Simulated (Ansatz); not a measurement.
Geometry relaxation of AlH2ClOF2

The run: geometry relaxation of AlH2ClOF2. Method and program: RKS PBE0-D4/6-31G* (Ansatz 0.2.0).

It belongs to a series of runs on one base structure; here: end point A relaxed. Figures and captions count atoms from 1; the log counts them from 0 in places.

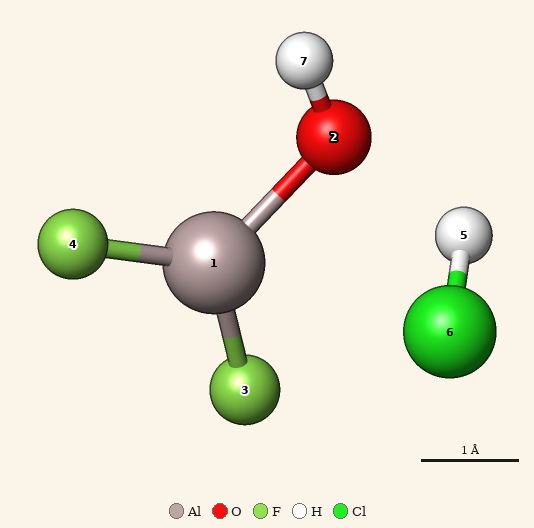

Figure 1. The structure as given in the input (ball-and-stick view, seen at a tilt; atoms are numbered from 1 in the order of the input). Sticks mark near contacts.

Input:
```yaml
crystal:
  periodic: [false, false, false]
  atoms:
    - { symbol: Al, position_ang: [-0.914804, -0.621356, 0.089507] }
    - { symbol: O, position_ang: [-0.462576, 1.004048, -0.546063] }
    - { symbol: F, position_ang: [-0.862683, -1.895234, -0.937039] }
    - { symbol: F, position_ang: [-1.481505, -0.791916, 1.618659] }
    - { symbol: H, position_ang: [1.781278, 0.715468, -0.453668] }
    - { symbol: Cl, position_ang: [2.576841, -0.131762, 0.153055] }
    - { symbol: H, position_ang: [-0.63645, 1.720851, 0.075648] }
basis:
  gaussian: { orbitals: "6-31G*" }
hamiltonian:
  xc: pbe0
  dispersion: d4
relax:
  f_tol: 0.03
  max_steps: 50
```

Launched with:
```bash
ansatz run input.yaml --threads 2 --pin off --max-ram 3072MiB --backend cpu --events-out ev --progress --plain --runs-dir out
```

What the program printed:
```
The last accepted step is kept in [file] (removed where the run ends without a failure and the disk answers)
Engine: ansatz 0.2.0, x86_64-unknown-linux-gnu
Functional definition: PBE0
  parameter a = 0.25
  parameter kappa = 0.804
  parameter beta = 0.06672455060314922
  exchange = (1 - a)*pbe_x(kappa = kappa, mu = beta*pi^2/3) + a*exact_x
  correlation = pbe_c(beta = beta)
830 factors; integrals over basis functions are off by at most 4.5e-4 eV
mean field evaluation 1: about -26615.5204 eV, gradient 6.5e1 eV
mean field evaluation 2: about -26604.0543 eV, gradient 1.0e2 eV
mean field evaluation 4: about -26622.4677 eV, gradient 4.3e0 eV
mean field evaluation 8: about -26622.5103 eV, gradient 2.5e-2 eV
mean field -26622.51028625 eV, -978.3592076341 hartree, gradient 2.1e-5 eV, S^2 0.000000; 0 other end points of the search recorded, 0 dependent functions left out
the calculation of the forces begins
reference -26622.51032214 eV, -978.3592089529 hartree; 29, 29 occupied and 58, 58 virtual orbitals, 830 factors
relax step   1: F+E_penalty+E_count = -26622.61943136 eV  Δ(F+E_penalty+E_count) = +0.000e0 eV  max|allowed force component| = 1.873e0 eV/Å  Δτ_max = 0.0000 Å  (25 SCF iters, accepted)
these checks for a lower state are left out or cut short: starts, cluster_reference, orbital_swaps, neighbouring_geometries, increment
830 factors; integrals over basis functions are off by at most 4.4e-4 eV
mean field evaluation 16: about -26622.5469 eV, gradient 4.3e0 eV
mean field -26622.65117831 eV, -978.3643853219 hartree, gradient 2.1e-5 eV, S^2 0.000000; 0 other end points of the search recorded, 0 dependent functions left out
[... from here on the field's lines of each further geometry are left out, up to the last ...]
relax step   2: F+E_penalty+E_count = -26622.76501672 eV  Δ(F+E_penalty+E_count) = -1.456e-1 eV  max|allowed force component| = 8.433e-1 eV/Å  Δτ_max = 0.1902 Å  (28 SCF iters, accepted)
relax step   3: F+E_penalty+E_count = -26622.85246403 eV  Δ(F+E_penalty+E_count) = -8.745e-2 eV  max|allowed force component| = 3.321e-1 eV/Å  Δτ_max = 0.1940 Å  (28 SCF iters, accepted)
relax step   4: F+E_penalty+E_count = -26622.94024116 eV  Δ(F+E_penalty+E_count) = -8.778e-2 eV  max|allowed force component| = 4.509e-1 eV/Å  Δτ_max = 0.1951 Å  (28 SCF iters, accepted)
relax step   5: F+E_penalty+E_count = -26622.98369151 eV  Δ(F+E_penalty+E_count) = -4.345e-2 eV  max|allowed force component| = 4.019e-1 eV/Å  Δτ_max = 0.1773 Å  (28 SCF iters, accepted)
relax step   6: F+E_penalty+E_count = -26623.00115959 eV  Δ(F+E_penalty+E_count) = -1.747e-2 eV  max|allowed force component| = 2.924e-1 eV/Å  Δτ_max = 0.0632 Å  (28 SCF iters, accepted)
relax step   7: F+E_penalty+E_count = -26623.04758077 eV  Δ(F+E_penalty+E_count) = -4.642e-2 eV  max|allowed force component| = 4.534e-1 eV/Å  Δτ_max = 0.1252 Å  (28 SCF iters, accepted)
relax step   8: F+E_penalty+E_count = -26623.20230280 eV  Δ(F+E_penalty+E_count) = -1.547e-1 eV  max|allowed force component| = 1.249e0 eV/Å  Δτ_max = 0.1953 Å  (31 SCF iters, accepted)
relax step   9: F+E_penalty+E_count = -26623.56353882 eV  Δ(F+E_penalty+E_count) = -3.612e-1 eV  max|allowed force component| = 1.568e0 eV/Å  Δτ_max = 0.1373 Å  (27 SCF iters, accepted)
relax step  10: F+E_penalty+E_count = -26623.79504225 eV  Δ(F+E_penalty+E_count) = -2.315e-1 eV  max|allowed force component| = 3.022e0 eV/Å  Δτ_max = 0.1958 Å  (28 SCF iters, accepted)
relax step  11: F+E_penalty+E_count = -26624.10895126 eV  Δ(F+E_penalty+E_count) = -3.139e-1 eV  max|allowed force component| = 1.724e0 eV/Å  Δτ_max = 0.2000 Å  (28 SCF iters, accepted)
relax step  12: F+E_penalty+E_count = -26624.25392287 eV  Δ(F+E_penalty+E_count) = -1.450e-1 eV  max|allowed force component| = 6.509e-1 eV/Å  Δτ_max = 0.2000 Å  (28 SCF iters, accepted)
relax step  13: F+E_penalty+E_count = -26624.28462963 eV  Δ(F+E_penalty+E_count) = -3.071e-2 eV  max|allowed force component| = 7.437e-1 eV/Å  Δτ_max = 0.1975 Å  (27 SCF iters, accepted)
relax step  14: F+E_penalty+E_count = -26624.04737808 eV  Δ(F+E_penalty+E_count) = +2.373e-1 eV  max|allowed force component| = 3.233e0 eV/Å  Δτ_max = 0.1807 Å  (27 SCF iters, rejected (line search))
relax step  15: F+E_penalty+E_count = -26624.31208377 eV  Δ(F+E_penalty+E_count) = -2.745e-2 eV  max|allowed force component| = 5.227e-1 eV/Å  Δτ_max = 0.0660 Å  (28 SCF iters, accepted)
relax step  16: F+E_penalty+E_count = -26624.32700464 eV  Δ(F+E_penalty+E_count) = -1.492e-2 eV  max|allowed force component| = 1.659e-1 eV/Å  Δτ_max = 0.0476 Å  (27 SCF iters, accepted)
relax step  17: F+E_penalty+E_count = -26624.33376476 eV  Δ(F+E_penalty+E_count) = -6.760e-3 eV  max|allowed force component| = 9.125e-2 eV/Å  Δτ_max = 0.0566 Å  (27 SCF iters, accepted)
relax step  18: F+E_penalty+E_count = -26624.33707823 eV  Δ(F+E_penalty+E_count) = -3.313e-3 eV  max|allowed force component| = 1.122e-1 eV/Å  Δτ_max = 0.0540 Å  (27 SCF iters, accepted)
relax step  19: F+E_penalty+E_count = -26624.33784276 eV  Δ(F+E_penalty+E_count) = -7.645e-4 eV  max|allowed force component| = 9.938e-2 eV/Å  Δτ_max = 0.0429 Å  (27 SCF iters, accepted)
the calculation of the forces begins
reference -26624.22291533 eV, -978.4221455918 hartree; 29, 29 occupied and 58, 58 virtual orbitals, 830 factors
relax step  20: F+E_penalty+E_count = -26624.33832916 eV  Δ(F+E_penalty+E_count) = -4.864e-4 eV  max|allowed force component| = 1.790e-2 eV/Å  Δτ_max = 0.0190 Å  (28 SCF iters, accepted)
830 factors; integrals over basis functions are off by at most 6.3e-4 eV
mean field evaluation 160: about -26624.2229 eV, gradient 2.4e-3 eV
```

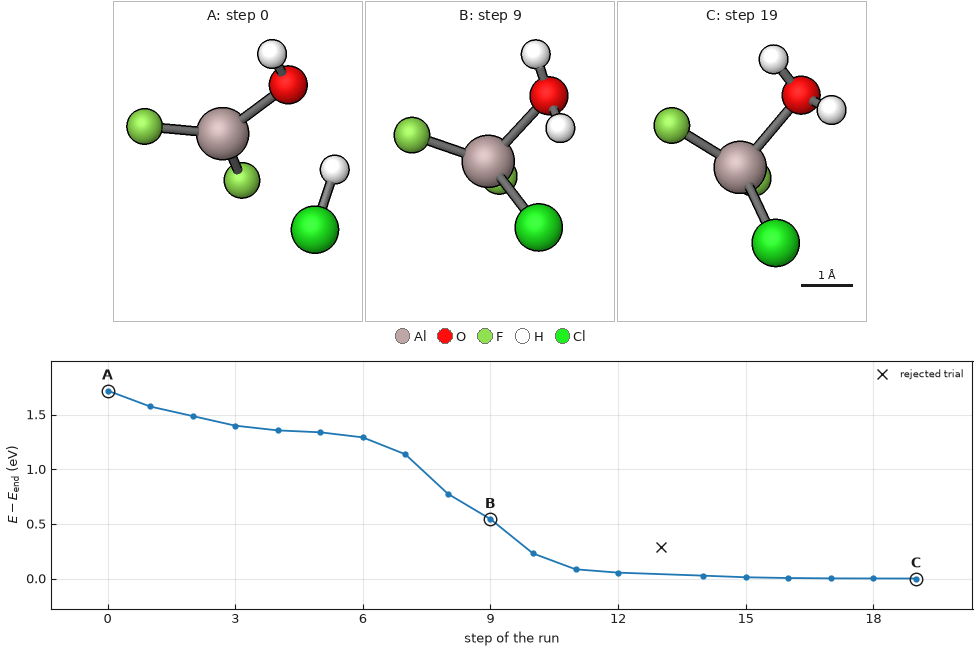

Figure 2. Frames of the relaxation (ball-and-stick view, seen at a tilt) above the curves, on which the letters mark them (the first geometry is step 0 here and step 1 in the log).

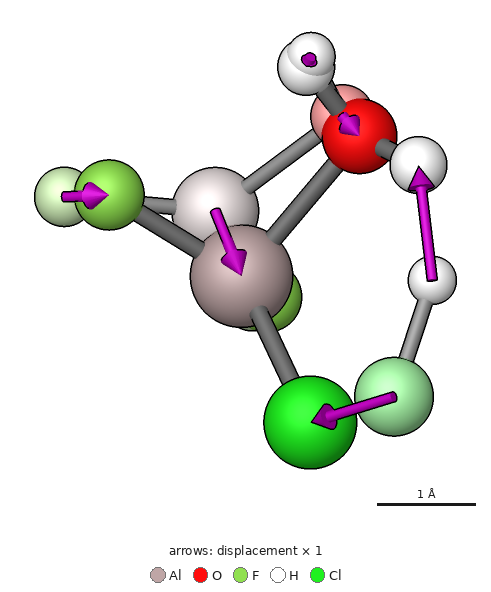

Figure 3. Start (faint) and end (solid) with the displacements as pink arrows, at true length (ball-and-stick view, seen at a tilt). The two geometries are laid on each other by the best rigid fit. The energy falls by 1.719 eV in 19 geometry steps. The largest force component goes from 1.9 to 0.018 eV/Å. The line search rejected the trial step at point 13 (counted from 0) and went back. The largest move after the best rigid fit is that of H5, 1.23 Å. Largest moves by element: H 1.23 Å, Cl 1.09 Å, Al 0.83 Å, F 0.58 Å, O 0.33 Å. Among the contacts that change: H5–Cl6 1.311 → 2.874 Å, Al1–Cl6 3.526 → 2.118 Å, O2–H5 2.264 → 0.971 Å, Al1–O2 1.803 → 1.963 Å. New bonds form: Al1–Cl6 (3.53 → 2.12 Å), O2–H5 (2.26 → 0.97 Å). Bonds break: H5–Cl6 (1.31 → 2.87 Å). Among the angles that change: O2–Al1–F4 120.6° → 93.6°, O2–Al1–F3 118.2° → 106.0°, Al1–O2–H7 113.4° → 107.2°. (Atoms are counted from 1 in the order of the input.)

```
mean field -26624.22288013 eV, -978.4221442985 hartree, gradient 2.6e-5 eV, S^2 0.000000; 1 other end points of the search recorded, 0 dependent functions left out
the calculation of the forces begins
reference -26624.22291533 eV, -978.4221455918 hartree; 29, 29 occupied and 58, 58 virtual orbitals, 830 factors
Total energy: -26624.33836436 eV, -978.4263882654 hartree
Atom 0 at    -0.100192    -0.814279     0.142772 Å, force     0.003104    -0.004498    -0.011745 eV/Å
Atom 1 at    -0.153734     1.030124    -0.527319 Å, force    -0.006559    -0.004326     0.009559 eV/Å
Atom 2 at    -0.789777    -1.743495    -1.031305 Å, force     0.005148    -0.006784    -0.009534 eV/Å
Atom 3 at    -1.023745    -0.466845     1.477329 Å, force    -0.000733     0.008435     0.017903 eV/Å
Atom 4 at     0.736968     1.413999    -0.581957 Å, force     0.009724     0.005115    -0.003608 eV/Å
Atom 5 at     1.995519    -0.973218     0.407859 Å, force    -0.012838     0.004298    -0.000415 eV/Å
Atom 6 at    -0.664938     1.553814     0.112719 Å, force     0.002154    -0.002239    -0.002159 eV/Å
Dipole moment:     0.001129     1.084608    -0.107289 e Å
```

Trajectory as extended XYZ (Å, eV, eV/Å), 14 of the 20 frames kept, from step=1 to step=20:
```
7
Properties=species:S:1:pos:R:3:forces:R:3 step=1 energy=-26622.61943
Al   -0.9148   -0.6214    0.0895    0.6523   1.7817  -0.7861
O    -0.4626    1.0040   -0.5461   -0.3075  -1.8733   0.7198
F    -0.8627   -1.8952   -0.9370   -0.0019   0.0169   0.0219
F    -1.4815   -0.7919    1.6187   -0.0021   0.0217   0.0273
H     1.7813    0.7155   -0.4537    0.1659  -0.3295   0.2295
Cl    2.5768   -0.1318    0.1531   -0.4886   0.3372  -0.2482
H    -0.6364    1.7209    0.0756   -0.0182   0.0453   0.0357
7
Properties=species:S:1:pos:R:3:forces:R:3 step=2 energy=-26622.76502
Al   -0.8078   -0.6127    0.0991    0.3441   0.8433  -0.4481
O    -0.3566    0.9697   -0.5178   -0.2798  -0.7391   0.4899
F    -0.8186   -1.8769   -0.9424    0.0395  -0.0089   0.0413
F    -1.4628   -0.7605    1.5988    0.0811   0.0222  -0.0145
H     1.6443    0.7268   -0.4703   -0.1282  -0.0459   0.0504
Cl    2.3869   -0.1417    0.1523   -0.0984  -0.0505  -0.0024
H    -0.5855    1.6954    0.0804    0.0417  -0.0212  -0.1166
7
Properties=species:S:1:pos:R:3:forces:R:3 step=4 energy=-26622.94024
Al   -0.5925   -0.5613    0.0842    0.1782  -0.4509   0.0643
O    -0.3520    1.0187   -0.5554    0.0166   0.4336   0.0484
F    -0.6822   -1.8203   -0.9656   -0.0330  -0.0141  -0.0136
F    -1.2256   -0.7194    1.5971    0.0873   0.0485  -0.0138
H     1.4262    0.6798   -0.3706   -0.1353   0.1384  -0.0600
Cl    2.0547   -0.3365    0.1844   -0.0934  -0.2019   0.1148
H    -0.6283    1.7392    0.0261   -0.0204   0.0464  -0.1400
7
Properties=species:S:1:pos:R:3:forces:R:3 step=5 energy=-26622.98369
Al   -0.5172   -0.5580    0.0551   -0.0526  -0.4019   0.1879
O    -0.3591    1.0453   -0.5943    0.1387   0.1758   0.0565
F    -0.7115   -1.8043   -1.0024   -0.0234   0.0698   0.0166
F    -1.0489   -0.7224    1.6105   -0.0172   0.0593  -0.1127
H     1.3598    0.6632   -0.3066   -0.1794   0.3071  -0.1111
Cl    1.9329   -0.3890    0.2615    0.1720  -0.2366   0.0576
H    -0.6560    1.7654   -0.0238   -0.0382   0.0266  -0.0948
7
Properties=species:S:1:pos:R:3:forces:R:3 step=7 energy=-26623.04758
Al   -0.4480   -0.6019    0.0843   -0.0525  -0.4534  -0.0661
O    -0.2196    1.0299   -0.5570   -0.0678   0.3515   0.2733
F    -0.7634   -1.8064   -1.0008    0.0227   0.1771   0.1595
F    -1.0836   -0.7120    1.6079    0.1239   0.0790  -0.1897
H     1.2360    0.7324   -0.2053   -0.3887   0.2879  -0.2335
Cl    1.9467   -0.3973    0.1645    0.2255  -0.3281   0.2244
H    -0.6680    1.7554   -0.0935    0.1369  -0.1140  -0.1679
7
Properties=species:S:1:pos:R:3:forces:R:3 step=8 energy=-26623.20230
Al   -0.3668   -0.6431    0.1025   -0.0431  -1.2291  -0.0537
O    -0.0932    1.0309   -0.5111   -0.1133  -0.2350  -0.3527
F    -0.8071   -1.7957   -1.0125    0.0983   0.4723   0.3548
F    -1.0741   -0.7080    1.6016    0.1679   0.1598  -0.3411
H     1.0483    0.7797   -0.1790   -0.8303   1.2495  -0.4002
Cl    1.9273   -0.3976    0.1490    0.7012  -1.0820   0.4930
H    -0.6344    1.7338   -0.1504    0.0193   0.6644   0.2999
7
Properties=species:S:1:pos:R:3:forces:R:3 step=10 energy=-26623.79504
Al   -0.2075   -0.7434    0.1233   -0.4800  -1.1944   0.0649
O    -0.0877    1.0558   -0.4938   -1.6889  -2.8535  -2.4859
F    -0.8482   -1.7754   -1.0220    0.3187   0.5447   0.3767
F    -1.0356   -0.6757    1.5638    0.2133   0.1370  -0.3185
H     0.8124    0.9985   -0.2589    3.0222   1.2794   0.6958
Cl    1.9591   -0.5970    0.2403    0.0556  -0.5301   0.1727
H    -0.5924    1.7373   -0.1526   -1.4408   2.6169   1.4944
7
Properties=species:S:1:pos:R:3:forces:R:3 step=11 energy=-26624.10895
Al   -0.2048   -0.7834    0.1570    0.0729  -0.3576   0.0685
O    -0.1383    1.0619   -0.5008   -0.8090  -1.7237  -0.8871
F    -0.8304   -1.7589   -1.0346    0.2430   0.3620   0.2743
F    -1.0522   -0.7287    1.5822    0.1504   0.1341  -0.2424
H     0.8197    1.0743   -0.4438    1.0878   0.8891   0.1131
Cl    1.9771   -0.6599    0.3273   -0.4626  -0.2700  -0.0198
H    -0.5709    1.7947   -0.0871   -0.2826   0.9661   0.6935
7
Properties=species:S:1:pos:R:3:forces:R:3 step=13 energy=-26624.28463
Al   -0.1349   -0.7706    0.1787    0.1843  -0.7437  -0.0155
O    -0.1540    1.0406   -0.5245    0.0974   0.1522   0.1047
F    -0.7717   -1.7093   -1.0309   -0.0229   0.2520   0.1545
F    -1.0018   -0.6468    1.5866    0.0109   0.2273  -0.1847
H     0.7672    1.3582   -0.5443   -0.0485   0.0164  -0.0375
Cl    1.9850   -0.9759    0.3913   -0.2282   0.2091  -0.0293
H    -0.6896    1.7039   -0.0569    0.0071  -0.1131   0.0079
7
Properties=species:S:1:pos:R:3:forces:R:3 step=14 energy=-26624.04738 accepted=F
Al   -0.0487   -0.8634    0.2033   -1.3765   0.0391  -0.3800
O    -0.1461    1.0326   -0.5127   -3.2327   1.4232   1.9995
F    -0.8076   -1.6958   -1.0495    0.5828   0.4351   0.6829
F    -1.0010   -0.6468    1.5629    0.3782   0.0190  -0.4131
H     0.6773    1.4423   -0.6765    2.0185   0.6513  -0.4836
Cl    2.0168   -1.0464    0.4775    0.2557   0.0256  -0.0460
H    -0.6906    1.7776   -0.0048    1.3740  -2.5933  -1.3598
7
Properties=species:S:1:pos:R:3:forces:R:3 step=16 energy=-26624.32700
Al   -0.1143   -0.8262    0.1781    0.0648   0.1659  -0.0777
O    -0.1374    1.0248   -0.5189   -0.0390  -0.0612   0.0541
F    -0.8011   -1.7006   -1.0379   -0.0280  -0.0647  -0.0021
F    -1.0150   -0.5693    1.5440    0.0023   0.0401  -0.0308
H     0.7650    1.3850   -0.5584   -0.0550   0.0022   0.0333
Cl    1.9928   -0.9471    0.3939   -0.0098  -0.0251   0.0176
H    -0.6899    1.6335   -0.0007    0.0648  -0.0573   0.0056
7
Properties=species:S:1:pos:R:3:forces:R:3 step=17 energy=-26624.33376
Al   -0.1074   -0.8207    0.1623    0.0699   0.0885  -0.0374
O    -0.1398    1.0219   -0.5228   -0.0549   0.0564   0.0470
F    -0.8011   -1.7165   -1.0334   -0.0278  -0.0601  -0.0190
F    -1.0100   -0.5192    1.5180   -0.0262   0.0127   0.0209
H     0.7584    1.3934   -0.5404   -0.0247   0.0082   0.0070
Cl    1.9968   -0.9598    0.3902   -0.0169  -0.0145   0.0104
H    -0.6969    1.6011    0.0262    0.0806  -0.0913  -0.0290
7
Properties=species:S:1:pos:R:3:forces:R:3 step=19 energy=-26624.33784
Al   -0.1033   -0.8141    0.1456    0.0228  -0.0233  -0.0160
O    -0.1474    1.0293   -0.5288   -0.0994   0.0048   0.0517
F    -0.7945   -1.7402   -1.0306    0.0090   0.0038  -0.0028
F    -1.0221   -0.4830    1.4872   -0.0001   0.0306  -0.0051
H     0.7418    1.4152   -0.5774    0.0564   0.0022  -0.0039
Cl    1.9935   -0.9679    0.4065   -0.0036  -0.0043  -0.0002
H    -0.6679    1.5609    0.0977    0.0148  -0.0139  -0.0236
7
Properties=species:S:1:pos:R:3:forces:R:3 step=20 energy=-26624.33833
Al   -0.1002   -0.8143    0.1428    0.0031  -0.0045  -0.0117
O    -0.1537    1.0301   -0.5273   -0.0066  -0.0043   0.0096
F    -0.7898   -1.7435   -1.0313    0.0051  -0.0068  -0.0095
F    -1.0237   -0.4668    1.4773   -0.0007   0.0084   0.0179
H     0.7370    1.4140   -0.5820    0.0097   0.0051  -0.0036
Cl    1.9955   -0.9732    0.4079   -0.0128   0.0043  -0.0004
H    -0.6649    1.5538    0.1127    0.0022  -0.0022  -0.0022
```

Key numbers:

```tsv
quantity	value
outcome	converged
total energy	−26624.3384 eV
mean-field energy	−26624.2229 eV
largest force (length of the vector) at the end	0.020 eV/Å
hardware	2 threads of AMD EPYC 7571, 16 GiB of memory available, shared host
wall time	1.7 min (CPU time 3.2 min)
peak memory	0.21 GiB
```
